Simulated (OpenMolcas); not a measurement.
**Run report: C3H3, excited-state calculation (part 1 of 2)**

System: C3H3, multiplicity 2, SMILES [CH]1C=C1.
Method: CASPT2/ANO-RCC-VDZP, DKH2 (OpenMolcas 26.06).

Some settings of this run were made unusual or wrong on purpose. The geometry comes from this level: PBE0-D4/def2-TZVP.

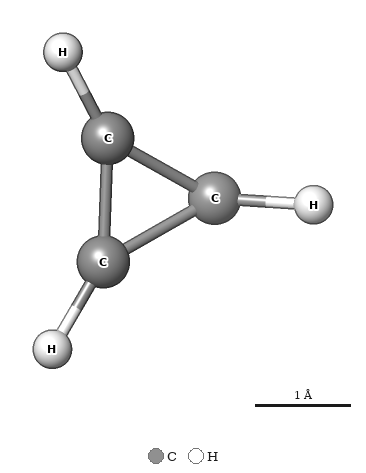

Figure 1. The structure (ball-and-stick view, seen at a tilt).

## Input file
```
* C3H3 CASPT2

&GATEWAY
  Coord
  6
  bohr
  C     -1.27085972    -0.96651932    -0.73551920
  C      1.07629351     0.44727928    -0.84897836
  C      0.29201938    -0.22793877     1.39359743
  H     -3.18269564    -0.37894678    -1.22726373
  H      2.48578354     1.37511591    -1.98772732
  H      0.59944002    -0.24900921     3.40587229
  Basis
  ANO-RCC-VDZP
  Group
  NoSym

&SEWARD

&RASSCF
  FileOrb
  $CurrDir/step2.RasOrb
  Spin
  2
  Nactel
  3 0 0
  Inactive
  9
  Ras2
  3
  CIRoot
  2 2 1
  OrbListing
  Nothing
  OrbAppear
  Compact

&CASPT2
  Multistate
  all
  Shift
  5
```

Hardware: 1 thread of Arm Neoverse V1, 24 GiB of memory available, shared host.

Launch command:
```bash
export MOLCAS_MEM=1860
pymolcas step15.input > step15.log
```

## What the program printed
```
--- Start Module: gateway ---

                                              &GATEWAY

                       available to each process: 1.9 GB of memory, 1 thread

++    Symmetry information:
      ---------------------

                    Character Table for C1

                             E
                    a        1  x, y, xy, Rz, z, xz, Ry, yz, Rx, I
--

++    Basis set information:
      ----------------------

      Basis set label: C.ANO-RCC...3S2P1D.

      Electronic valence basis set:
      ------------------
      Associated Effective Charge   6.000000 au
      Associated Actual Charge      6.000000 au
      Nuclear Model: Point charge

      Shell  nPrim  nBasis  Cartesian Spherical Contaminant
         s      14       3        X
         p       9       2        X
         d       4       1                 X

      Basis set label: H.ANO-RCC...2S1P.

      Electronic valence basis set:
      ------------------
      Associated Effective Charge   1.000000 au
      Associated Actual Charge      1.000000 au
      Nuclear Model: Point charge

      Shell  nPrim  nBasis  Cartesian Spherical Contaminant
         s       8       2        X
         p       4       1        X
--

++    Molecular structure info:
      -------------------------

                    ************************************************
                    **** Cartesian Coordinates / bohr, angstrom ****
                    ************************************************

     Center  Label                x              y              z                     x              y              z
        1      C1              -1.270860      -0.966519      -0.735519             -0.672510      -0.511460      -0.389220
        2      C2               1.076294       0.447279      -0.848978              0.569550       0.236690      -0.449260
        3      C3               0.292019      -0.227939       1.393597              0.154530      -0.120620       0.737460
        4      H4              -3.182696      -0.378947      -1.227264             -1.684210      -0.200530      -0.649440
        5      H5               2.485784       1.375116      -1.987727              1.315420       0.727680      -1.051860
        6      H6               0.599440      -0.249009       3.405872              0.317210      -0.131770       1.802310

                    ***************************************
                    *    InterNuclear Distances / bohr    *
                    ***************************************

               1 C1            2 C2            3 C3            4 H4            5 H5            6 H6
    1 C1       0.000000
    2 C2       2.742413        0.000000
    3 C3       2.742486        2.469848        0.000000
    4 H4       2.059653        4.354852        4.354924        0.000000
    5 H5       4.600397        2.035753        4.337712        5.982198        0.000000
    6 H6       4.600431        4.337737        2.035731        5.982256        5.940285        0.000000

                    *******************************************
                    *    InterNuclear Distances / angstrom    *
                    *******************************************

               1 C1            2 C2            3 C3            4 H4            5 H5            6 H6
    1 C1       0.000000
    2 C2       1.451222        0.000000
    3 C3       1.451261        1.306988        0.000000
    4 H4       1.089921        2.304489        2.304526        0.000000
    5 H5       2.434425        1.077274        2.295418        3.165643        0.000000
    6 H6       2.434443        2.295431        1.077263        3.165673        3.143464        0.000000

                    **************************************
                    *    Valence Bond Angles / degree    *
                    **************************************
                          Atom centers                 Phi
                      2 C2       1 C1       3 C3        53.53
                      2 C2       1 C1       4 H4       129.61
                      3 C3       1 C1       4 H4       129.61
                      1 C1       2 C2       3 C3        63.24
                      1 C1       2 C2       5 H5       148.29
                      3 C3       2 C2       5 H5       148.47
                      1 C1       3 C3       2 C2        63.24
                      1 C1       3 C3       6 H6       148.28
                      2 C2       3 C3       6 H6       148.47

           ***************************************************************
           *              Valence Dihedral Angles / degree               *
           ***************************************************************
                    Atom centers                       Phi1     Phi2     Theta
           3 C3       1 C1       2 C2       5 H5         53.53   148.29   179.10
           4 H4       1 C1       2 C2       5 H5        129.61   148.29   -66.24
           2 C2       1 C1       3 C3       6 H6         53.53   148.28  -179.09
           4 H4       1 C1       3 C3       6 H6        129.61   148.28    66.24
           3 C3       2 C2       1 C1       4 H4         63.24   129.61   114.66
           1 C1       2 C2       3 C3       6 H6         63.24   148.47   179.09
           5 H5       2 C2       3 C3       6 H6        148.47   148.47    -0.01
           2 C2       3 C3       1 C1       4 H4         63.24   129.61  -114.66
           1 C1       3 C3       2 C2       5 H5         63.24   148.47  -179.09
--

            Nuclear Potential Energy             58.27054180 au

--- Stop Module: gateway /rc=_RC_ALL_IS_WELL_ ---

--- Start Module: seward ---

                                              &SEWARD

                       available to each process: 1.9 GB of memory, 1 thread

               SEWARD will generate:
                  Multipole Moment integrals up to order  2
                  Kinetic Energy integrals
                  Nuclear Attraction integrals (point charge)
                  One-Electron Hamiltonian integrals
                  Velocity integrals
                  Relativistic Douglas-Kroll-Hess integrals:
                    - Parametrization         : EXP
                    - DKH order of Hamiltonian: 2
                    - DKH order of Properties : 0
                         - multipole moment operators
                         - electric potential operators
                         - contact operators
                  Orbital angular momentum around (  0.0275  -0.2105  -0.0538 )
                  Velocity quadrupole around (  0.0275  -0.2105  -0.0538 )
                  Atomic mean-field integrals
                  Two-Electron Repulsion integrals

                   Integrals are discarded if absolute value <: 1.00E-14
                   Integral cutoff threshold is set to       <: 1.00E-16

            Nuclear Potential Energy             58.27054180 au

      Basis set specifications :
      Symmetry species         a
      Basis functions           57

--- Stop Module: seward /rc=_RC_ALL_IS_WELL_ ---
--- Module seward spent 3 seconds ---

--- Start Module: rasscf ---

                                              &RASSCF

                       available to each process: 1.9 GB of memory, 1 thread

      Header of the ONEINT file:
      --------------------------

      OrdInt status: non-squared

      Cartesian coordinates in angstrom:
      -----------------------------------------------------
      No.  Label        X            Y            Z
      -----------------------------------------------------
       1   C1        -0.67251000  -0.51146000  -0.38922000
       2   C2         0.56955000   0.23669000  -0.44926000
       3   C3         0.15453000  -0.12062000   0.73746000
       4   H4        -1.68421000  -0.20053000  -0.64944000
       5   H5         1.31542000   0.72768000  -1.05186000
       6   H6         0.31721000  -0.13177000   1.80231000
      -----------------------------------------------------
      Nuclear repulsion energy =   58.27054180

++    Wave function specifications:
      -----------------------------

      Number of closed shell electrons          18
      Number of electrons in active shells       3
      Max number of holes in RAS1 space          0
      Max nr of electrons in RAS3 space          0
      Number of inactive orbitals                9
      Number of active orbitals                  3
      Number of secondary orbitals              45
      Spin quantum number                      0.5
      State symmetry                             1
--

++    Orbital specifications:
      -----------------------

      Symmetry species                           1
                                                 a
      Frozen orbitals                            0
      Inactive orbitals                          9
      Active orbitals                            3
      RAS1 orbitals                              0
      RAS2 orbitals                              3
      RAS3 orbitals                              0
      Secondary orbitals                        45
      Deleted orbitals                           0
      Number of basis functions                 57
--

++    CI expansion specifications:
      ----------------------------

      Number of CSFs                             8
      Number of determinants                     9
      Number of root(s) required                 2
      Root chosen for geometry opt.              2
      CI roots used                              1     2
      weights                                0.500 0.500
      highest root included in the CI            2
      max. size of the explicit Hamiltonian      8
--

++    Optimization specifications:
      ----------------------------

      RASSCF algorithm: Conventional
      Maximum number of macro iterations       200
      Maximum number of SX iterations          100
      Threshold for RASSCF energy            1.000E-08
      Threshold for max MO rotation          1.000E-01
      Threshold for max BLB element          1.000E-04
      Level shift parameter                  5.000E-01
      Make Quasi-Newton update
--

      The MO-coefficients are taken from the file:
      step2.RasOrb
      Title: RASSCF average (pseudo-natural) orbitals

      Total molecular charge    0.00

      ************************************************************************************************************************
      *                                            Wave function control section                                             *
      ************************************************************************************************************************

                                         RASSCF iterations: Energy and convergence statistics
                                         ----------------------------------------------------

          iter iter root      energy       change     param      element    value   shift minimum  type update hh:mm:ss
 Nr of preliminary CI iterations:   1
        1   1    3    0  -115.16214118    0.00E+00   2.03E-05   11  17 1 -4.48E-06   0.28   0.00    SX    NO    0:00:00
        2   1    3    0  -115.16214118   -2.13E-10   1.30E-05   11  15 1  2.97E-06   0.28   0.00    SX    NO    0:00:00
        3   1    3    0  -115.16214118   -7.32E-11   8.18E-06   11  15 1  2.02E-06   0.28   0.00    SX    NO    0:00:00
        4   1    3    0  -115.16214118   -3.00E-11   5.23E-06   11  15 1  1.39E-06   0.28   0.00    SX    NO    0:00:00
      Convergence after  4 iterations
        5   1    3    0  -115.16214118   -1.32E-11   5.23E-06   11  15 1  9.62E-07   0.28   0.00    SX    NO    0:00:00

      ************************************************************************************************************************
                                                      Wave function printout:
                       occupation of active orbitals, and spin coupling of open shells (u,d: Spin up or down)
      ************************************************************************************************************************

      Note: transformation to natural orbitals
      has been made, which may change the order of the CSFs.

      printout of CI-coefficients larger than  0.05 for root  1
      energy=    -115.276783
      conf/sym  111     Coeff  Weight
             1  2u0   0.99418 0.98839
             4  udu   0.06434 0.00414
             8  0u2   0.08606 0.00741

      printout of CI-coefficients larger than  0.05 for root  2
      energy=    -115.047500
      conf/sym  111     Coeff  Weight
             2  u20  -0.98368 0.96762
             3  20u  -0.15638 0.02446
             5  02u   0.06166 0.00380
             7  u02   0.06418 0.00412

      Natural orbitals and occupation numbers for root  1
      sym 1:   1.982285   1.000000   0.017715

      Natural orbitals and occupation numbers for root  2
      sym 1:   1.023250   1.942852   0.033898

      ************************************************************************************************************************
      *                                                    Final results                                                     *
      ************************************************************************************************************************

++    Final optimization conditions:
      ------------------------------

      Average CI energy                            -115.16214118
      RASSCF energy for state  2                   -115.04749953
      Super-CI energy                                -0.00000000
      RASSCF energy change                           -0.00000000
      Max change in MO coefficients               5.832E-06
      Max non-diagonal density matrix element     5.229E-06
      Maximum BLB matrix element                  9.621E-07
      (orbital pair  11,  15 in symmetry   1)
      Norm of electronic gradient            9.289E-02
--

      Final state energy(ies):
      ------------------------

::    RASSCF root number  1 Total energy:   -115.27678283
::    RASSCF root number  2 Total energy:   -115.04749953
      Von Neumann Entropy (Root   1) =  0.57312

      Mulliken population analysis for root number:  1
      -----------------------------------------------

++    Molecular charges:
      ------------------

      Mulliken charges per centre
      ---------------------------
```
